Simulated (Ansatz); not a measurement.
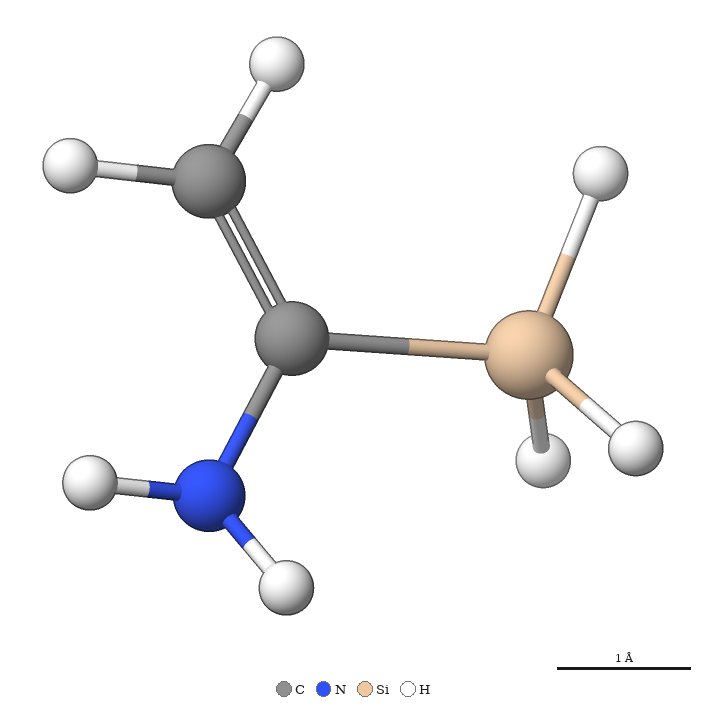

Multiple sticks mark multiple bonds (one Kekulé form).

Which formula does it have?

C₂H₇NSi, 11 atoms: 2 carbon, 7 hydrogen, 1 nitrogen and 1 silicon.

Count the bonded pairs by element.

3 Si–H, 2 C–H, 2 N–H, 1 C–C, 1 C–N, 1 C–Si.

Does it have rings?

It has no ring.

What is its SMILES?

C=C(N)[SiH3]

Which point group does it belong to?

C1.

More results for the same structure follow; atom numbers are the same in all pictures, views and colours differ. Computed geometry: PBE0-D4/def2-TZVP optimisation.

Shape

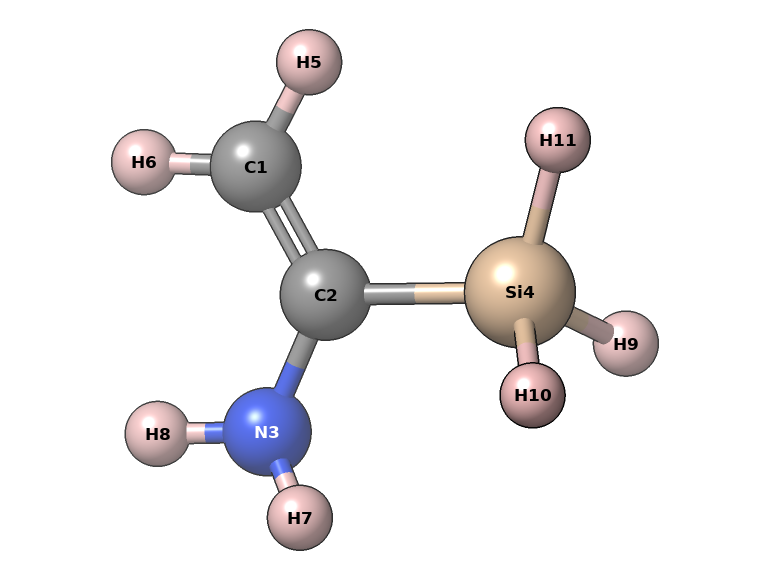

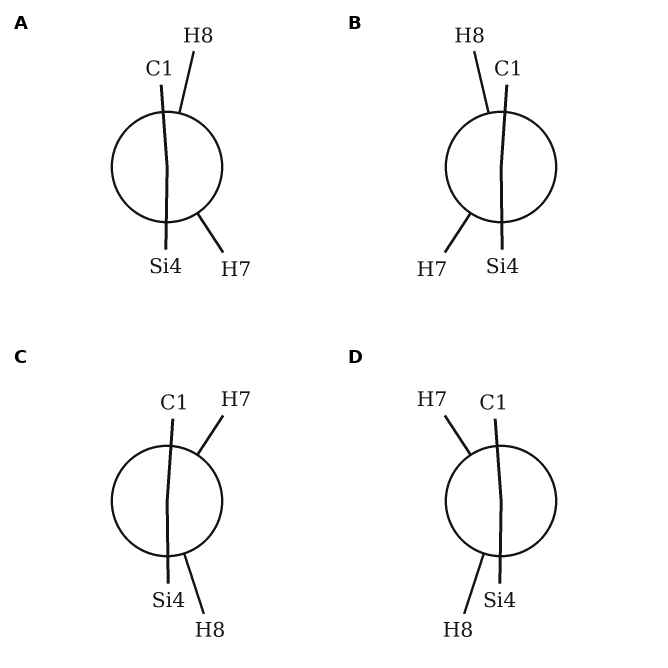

Distant atoms are faded towards the background colour. Bonds that would overlap in a projection are set slightly apart.

Which Newman projection shows the view along C2–N3, with C2 in front?

B. The torsion angle Si4–C2–N3–H7 is 34°, synclinal (gauche).

Electronic properties

Method: RKS B3LYP-D4/def2-TZVPP (Ansatz 0.2.0).

What is the HOMO–LUMO gap?

6.01 eV.

What is the dipole moment?

1.48 D.

Give the dispersion correction at this level.

−32.9 kJ/mol.

Estimate the HOMO energy (Kohn–Sham orbital).

−6.04 eV.

Vibrations

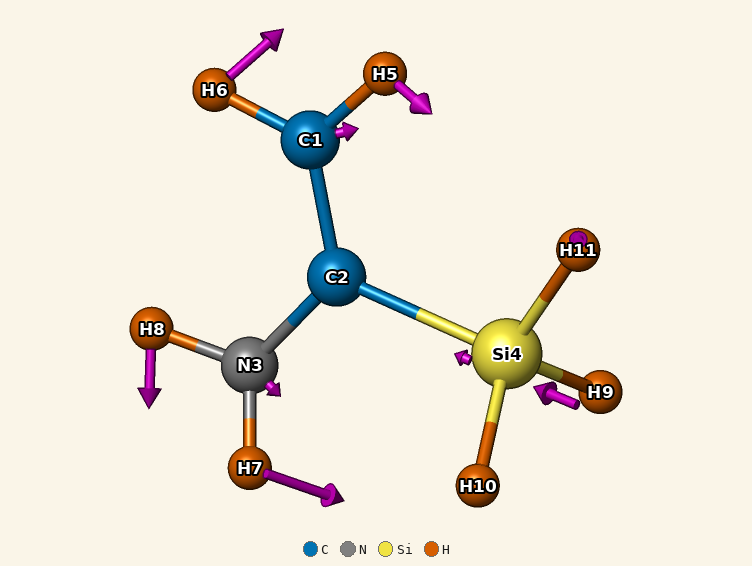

The arrows show one normal mode. Harmonic vibrations computed with RKS PBE0-D4/def2-TZVP (Ansatz 0.2.0) at a stationary point of the same level.

Estimate its harmonic wavenumber.

366 cm⁻¹; it is mode 4 of 27 counted from the lowest.

Charges

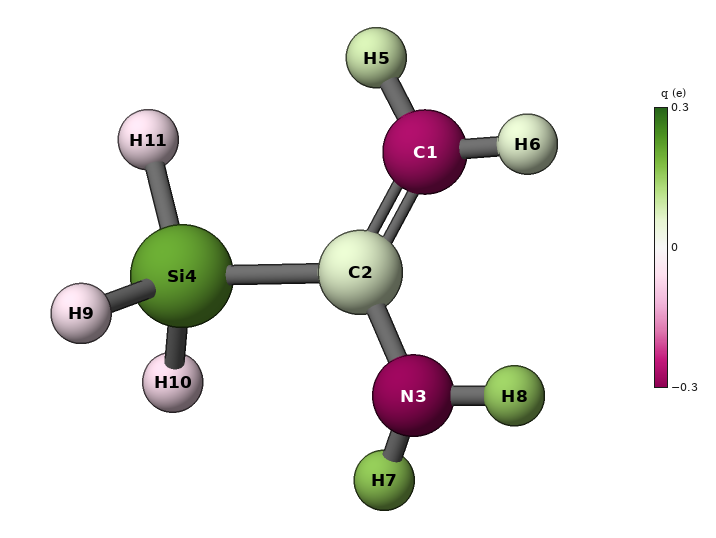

Atoms are coloured by their Mulliken charges. Method: RKS PBE-D4/def2-TZVPP (Ansatz 0.2.0).

Give the Mulliken charges atom by atom.

```
atom  value (e)
  C1      −0.27
  C2       0.06
  N3      −0.29
 Si4       0.21
  H5       0.08
  H6       0.06
  H7       0.16
  H8       0.15
  H9      −0.05
 H10      −0.06
 H11      −0.05
```

Mulliken values depend strongly on the basis set and can even reverse the polarity of a bond.
